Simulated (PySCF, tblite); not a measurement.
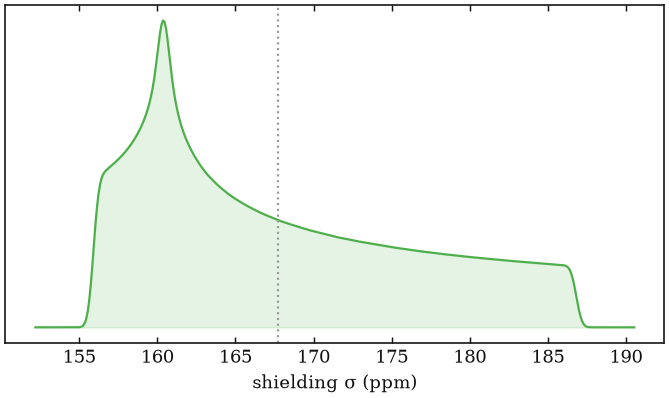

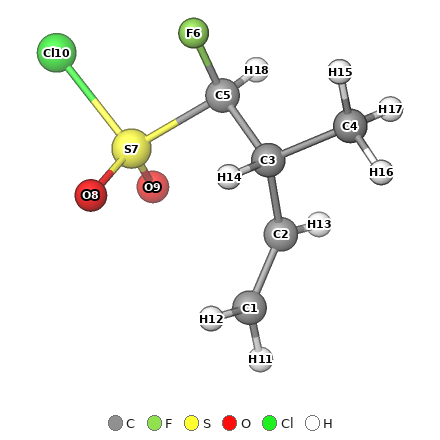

Static powder pattern (¹³C) from GIAO shielding tensors of C₅H₈ClFO₂S, SMILES C=C[C@@H](C)[C@H](F)S(=O)(=O)Cl, PBE0/pcSseg-1, PySCF, at a GFN2-xTB geometry (a minimum by its frequencies); absolute shielding, one fixed geometry of the isolated molecule without any motion, no dipolar terms. The dotted line is the isotropic value; skew is 3(σiso − σ22)/span.

### The pattern belongs to C4. Give the principal values, span and skew.

C4: σ11, σ22, σ33 = 156, 160, 187 ppm, isotropic 168, span 31 ppm, skew 0.71.

Caveats: the tight-binding geometry is rougher than a DFT one and adds to the error; one conformer of a flexible molecule.
